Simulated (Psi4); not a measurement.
**C2H3B (BH2(CCH)): levels of theory compared**

We compute a comparison of 4 runs (M06-2X/cc-pVDZ, PBE0/def2-SVP, ACPF/aug-pcseg-1) of C2H3B (BH2(CCH)). 

The calculation is run with Psi4 1.11.

## 1. The system as given

C2H3B has 6 atoms, charge 0, and is taken as a singlet. As SMILES, `[H]B([H])C#C`. Geometry: relaxed at GFN2-xTB.

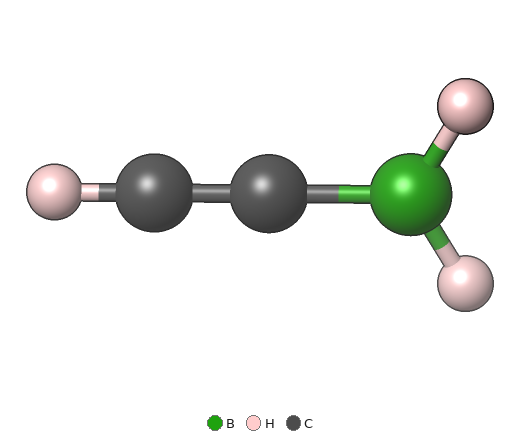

Viewed from a chosen angle; boron green, hydrogen pink, carbon dark grey.

## 2. Energy and forces at M06-2X/cc-pVDZ (run 1)

Contents of job.json:

```json
{
  "schema_name": "qcschema_input",
  "schema_version": 1,
  "molecule": {
    "schema_name": "qcschema_molecule",
    "schema_version": 2,
    "symbols": ["B", "H", "H", "C", "C", "H"],
    "geometry": [1.07336444, 1.85487957, 0.01012893, 3.27619929, 1.8367382, 0.18961512, -0.03992991, 3.75717238, -0.16236527, -0.34336324, -0.59295826, -0.00100155, -1.48320824, -2.56857244, -0.01298242, -2.48308123, -4.28724056, -0.02341371],
    "molecular_charge": 0,
    "molecular_multiplicity": 1,
    "fix_symmetry": "c1",
    "fix_com": true,
    "fix_orientation": true
  },
  "driver": "gradient",
  "model": {
    "method": "m06-2x",
    "basis": "cc-pVDZ"
  },
  "keywords": {
    "puream": true,
    "e_convergence": 1e-09,
    "d_convergence": 1e-08,
    "scf_type": "pk",
    "dft_radial_points": 99,
    "dft_spherical_points": 590,
    "scf_properties": ["DIPOLE", "MULLIKEN_CHARGES", "WIBERG_LOWDIN_INDICES"]
  }
}
```

Command:

```console
psi4 --qcschema job.json -n 1 --memory 1600MB
```

stdout:

```text
[...]
  Running in c1 symmetry.
[...]
  Nuclear repulsion =   47.010411230103529
[...]
  Multiplicity = 1
[...]
  Nalpha       = 10
  Nbeta        = 10
[...]
    Number of basis functions: 57
[...]
   @RKS iter   1:  -102.63552218330743   -7.53135e-01   6.91353e-03 ADIIS/DIIS
[...]
   @RKS iter  10:  -102.73388153473226   -3.16334e-11   6.98033e-09 DIIS
[...]
  @RKS Final Energy:  -102.73388153473226
   => Energetics <=
    Nuclear Repulsion Energy =             47.0104112301035286
    One-Electron Energy =                -229.3940883318178123
    Two-Electron Energy =                  87.3226371049642012
    DFT Exchange-Correlation Energy =      -7.6728415379821833
    Empirical Dispersion Energy =           0.0000000000000000
    VV10 Nonlocal Energy =                  0.0000000000000000
    Total Energy =                       -102.7338815347322623
[...]
 Multipole Moments:
 ------------------------------------------------------------------------------------
     Multipole            Electronic (a.u.)      Nuclear  (a.u.)        Total (a.u.)
 ------------------------------------------------------------------------------------
 L = 1.  Multiply by 2.5417464519 to convert [e a0] to [Debye]
 Dipole X            :          4.6709678           -4.8394185           -0.1684507
 Dipole Y            :          8.0987298           -8.3881163           -0.2893866
 Dipole Z            :          0.0276792           -0.0294230           -0.0017438
 Magnitude           :                                                    0.3348481
[...]
  Mulliken Charges: (a.u.)
   Center  Symbol    Alpha    Beta     Spin     Total
       1     B     2.46096  2.46096  0.00000  0.07808
       2     H     0.51636  0.51636  0.00000 -0.03272
       3     H     0.51640  0.51640  0.00000 -0.03280
       4     C     2.93741  2.93741  0.00000  0.12518
       5     C     3.07023  3.07023  0.00000 -0.14046
       6     H     0.49864  0.49864  0.00000  0.00272
   Total alpha = 10.00000, Total beta = 10.00000, Total charge = -0.00000
  Wiberg Bond Indices using Orthogonal Lowdin Orbitals:
[...]
  -Total Gradient:
     Atom            X                  Y                   Z
    ------   -----------------  -----------------  -----------------
       1        0.001291829772     0.001876301402     0.000045947360
       2       -0.014933364202    -0.000477078463    -0.001210063613
       3        0.006925714452    -0.013045231090     0.001106161619
       4       -0.004962463822    -0.008397760557    -0.000040366998
       5        0.002626409391     0.004292233047     0.000003484896
       6        0.009043860282     0.015737448491     0.000094335845
[...]
```

The result, in JSON:

```text
{
 "driver": "gradient",
 "model": {
  "method": "m06-2x",
  "basis": "cc-pVDZ"
 },
 "success": true,
 "return_result": [0.001291829772312597, 0.0018763014015326582, 4.594736004313085e-05, -0.014933364202372498, -0.00047707846270851227, -0.0012100636129764282, 0.006925714452243555, -0.013045231089794274, 0.0011061616188945073, -0.004962463822325347, -0.00839776055700625, -4.036699800711587e-05, 0.002626409390897297, 0.004292233047139937, 3.4848956468213526e-06, 0.009043860281588989, 0.015737448490865336, 9.433584545536595e-05],
 "properties": {
  "calcinfo_nbasis": 57,
  "calcinfo_nmo": 57,
  "calcinfo_nalpha": 10,
  "calcinfo_nbeta": 10,
  "calcinfo_natom": 6,
  "nuclear_repulsion_energy": 47.01041123010353,
  "return_energy": -102.73388153473226,
  "return_gradient": [0.001291829772312597, 0.0018763014015326582, 4.594736004313085e-05, -0.014933364202372498, -0.00047707846270851227, -0.0012100636129764282, 0.006925714452243555, -0.013045231089794274, 0.0011061616188945073, -0.004962463822325347, -0.00839776055700625, -4.036699800711587e-05, 0.002626409390897297, 0.004292233047139937, 3.4848956468213526e-06, 0.009043860281588989, 0.015737448490865336, 9.433584545536595e-05],
  "scf_one_electron_energy": -229.3940883318178,
  "scf_two_electron_energy": 87.3226371049642,
  "scf_xc_energy": -7.672841537982183,
  "scf_dipole_moment": [-0.16845071898093966, -0.2893865693072879, -0.0017437832403771475],
  "scf_total_energy": -102.73388153473226,
  "scf_total_gradient": [0.001291829772312597, 0.0018763014015326582, 4.594736004313085e-05, -0.014933364202372498, -0.00047707846270851227, -0.0012100636129764282, 0.006925714452243555, -0.013045231089794274, 0.0011061616188945073, -0.004962463822325347, -0.00839776055700625, -4.036699800711587e-05, 0.002626409390897297, 0.004292233047139937, 3.4848956468213526e-06, 0.009043860281588989, 0.015737448490865336, 9.433584545536595e-05],
  "scf_iterations": 10
 }
}
```

Run time: 16 s. Hardware: 1 thread of Intel Xeon Platinum 8559C (Emerald Rapids), shared host; peak memory 0.91 GiB.

## 3. Energy and gradient at PBE0/def2-SVP (run 2)

Contents of c2h3b.in:

```
memory 1600 MB

molecule mol {
  B      0.568000     0.981560     0.005360
  H      1.733690     0.971960     0.100340
  H     -0.021130     1.988210    -0.085920
  C     -0.181700    -0.313780    -0.000530
  C     -0.784880    -1.359230    -0.006870
  H     -1.313990    -2.268710    -0.012390
  symmetry c1
  no_reorient
  no_com
}

set basis def2-SVP
set puream true
set e_convergence 1e-09
set d_convergence 1e-08
set scf_type pk
set dft_radial_points 99
set dft_spherical_points 590

energy_value, wavefunction = gradient("pbe0", return_wfn=True)
oeprop(wavefunction, "DIPOLE", "MULLIKEN_CHARGES", "MAYER_INDICES", title="PBE0")
```

Command:

```console
psi4 -n 1 c2h3b.in c2h3b.out
```

c2h3b.out:

```text
[...]
  Running in c1 symmetry.
[...]
  Nuclear repulsion =   47.010411207859988
[...]
  Multiplicity = 1
[...]
  Nalpha       = 10
  Nbeta        = 10
[...]
    Number of basis functions: 57
[...]
   @RKS iter   1:  -102.41039705266915   -6.01922e-01   8.30293e-03 DIIS/ADIIS
[...]
   @RKS iter  11:  -102.55645769831877   -2.70006e-13   5.24882e-10 DIIS
[...]
  @RKS Final Energy:  -102.55645769831877
   => Energetics <=
    Nuclear Repulsion Energy =             47.0104112078599883
    One-Electron Energy =                -229.2847478343014700
    Two-Electron Energy =                  91.6991817478454010
    DFT Exchange-Correlation Energy =     -11.9813028197226803
    Empirical Dispersion Energy =           0.0000000000000000
    VV10 Nonlocal Energy =                  0.0000000000000000
    Total Energy =                       -102.5564576983187663
[...]
  -Total Gradient:
     Atom            X                  Y                   Z
    ------   -----------------  -----------------  -----------------
       1        0.005962926648     0.009929222076     0.000074940446
       2       -0.018851127445    -0.000835292107    -0.001511676389
       3        0.008564132054    -0.016620252717     0.001394252665
       4       -0.010467921707    -0.017905156028    -0.000082763566
       5        0.005047320540     0.008494529876     0.000022610166
       6        0.009744679770     0.016936942404     0.000102633432
[...]
 Multipole Moments:
 ------------------------------------------------------------------------------------
     Multipole            Electronic (a.u.)      Nuclear  (a.u.)        Total (a.u.)
 ------------------------------------------------------------------------------------
 L = 1.  Multiply by 2.5417464519 to convert [e a0] to [Debye]
 Dipole X            :          4.6461336           -4.8394185           -0.1932850
 Dipole Y            :          8.0558514           -8.3881163           -0.3322649
 Dipole Z            :          0.0274375           -0.0294230           -0.0019855
 Magnitude           :                                                    0.3843995
[...]
  Mulliken Charges: (a.u.)
   Center  Symbol    Alpha    Beta     Spin     Total
       1     B     2.49087  2.49087  0.00000  0.01827
       2     H     0.50670  0.50670  0.00000 -0.01340
       3     H     0.50675  0.50675  0.00000 -0.01350
       4     C     2.95178  2.95178  0.00000  0.09644
       5     C     3.06327  3.06327  0.00000 -0.12654
       6     H     0.48063  0.48063  0.00000  0.03873
   Total alpha = 10.00000, Total beta = 10.00000, Total charge =  0.00000
  Mayer Bond Indices:
[...]
```

Wall time 8.7 s (1 thread of Intel Xeon Platinum 8559C (Emerald Rapids), shared host); peak memory 0.72 GiB.

Run 3 isn't shown in full; the table further down has it.

## 4. A single-point energy at ACPF/aug-pcseg-1 (density fitting) (run 4)

Contents of job.in:

```
memory 1600 MB

molecule {
  0 1
  B      0.568000     0.981560     0.005360
  H      1.733690     0.971960     0.100340
  H     -0.021130     1.988210    -0.085920
  C     -0.181700    -0.313780    -0.000530
  C     -0.784880    -1.359230    -0.006870
  H     -1.313990    -2.268710    -0.012390
  units angstrom
  symmetry c1
}

set {
  freeze_core true
}

E, wfn = energy("acpf/aug-pcseg-1", return_wfn=True)
```

Command:

```console
psi4 -i job.in -o job.out -n 1
```

job.out:

```text
[...]
  Running in c1 symmetry.
[...]
  Nuclear repulsion =   47.010411207859988
[...]
  Multiplicity = 1
[...]
  Nalpha       = 10
  Nbeta        = 10
[...]
    Number of basis functions: 96
[...]
   @RHF iter   1:  -101.99905737198542   -1.19198e+00   3.24646e-03 DIIS/ADIIS
[...]
   @RHF iter  11:  -102.06499355422241   -2.60059e-11   5.79990e-09 DIIS
[...]
    Orbital Energies [Eh]
    ---------------------
    Doubly Occupied:
       1A    -11.247556     2A    -11.217595     3A     -7.616212
       4A     -1.039683     5A     -0.794492     6A     -0.714156
       7A     -0.565259     8A     -0.529861     9A     -0.419015
      10A     -0.398528
[...]
  @RHF Final Energy:  -102.06499355422241
   => Energetics <=
    Nuclear Repulsion Energy =             47.0104112078599883
    One-Electron Energy =                -229.0660949683914396
    Two-Electron Energy =                  79.9906902063090399
    Total Energy =                       -102.0649935542224114
[...]
 Multipole Moments:
 ------------------------------------------------------------------------------------
     Multipole            Electronic (a.u.)      Nuclear  (a.u.)        Total (a.u.)
 ------------------------------------------------------------------------------------
 L = 1.  Multiply by 2.5417464519 to convert [e a0] to [Debye]
 Dipole X            :         -0.2273281            0.0735954           -0.1537328
 Dipole Y            :         -0.3948499            0.1311336           -0.2637164
 Dipole Z            :          0.0001381           -0.0018526           -0.0017145
 Magnitude           :                                                    0.3052589
[...]
      * SCS-MP2 total energy:                 -102.405220421298
[...]
      * MP2 total energy:                     -102.404647912424
[...]
```

It took 11 s on 1 thread of Intel Xeon Platinum 8559C (Emerald Rapids), shared host; peak memory 0.8 GiB.

## 5. Overview of the runs

```csv
run,level,task,integrals,energy (Eh),HOMO energy (eV),LUMO energy (eV),HOMO–LUMO gap (eV),wall time
1,M06-2X/cc-pVDZ,gradient,pk,-102.733882,-9.17,-1.29,7.88,16 s
2,PBE0/def2-SVP,gradient,pk,-102.556458,-8.05,-2.31,5.74,8.7 s
3,"ACPF/aug-pcseg-1 (DKH2, density fitting)",energy,df,-102.471127,-10.84,0.78,11.62,11 s
4,ACPF/aug-pcseg-1 (density fitting),energy,df,-102.435010,-10.84,0.78,11.62,11 s
```

## 6. Outcome

| quantity | value |
| --- | --- |
| run 4: total energy | -102.43501 Eh |
| run 4: HOMO energy (Hartree–Fock orbitals) | -10.84 eV |
| run 4: LUMO energy (Hartree–Fock orbitals) | 0.78 eV |
| run 4: HOMO–LUMO gap (Hartree–Fock orbitals) | 11.62 eV |
| run 4: correlation energy (3 core orbitals frozen) | -370.0 mEh |

Totals of different functionals can't be ranked against each other. All runs together took 47 s, the longest 16 s.
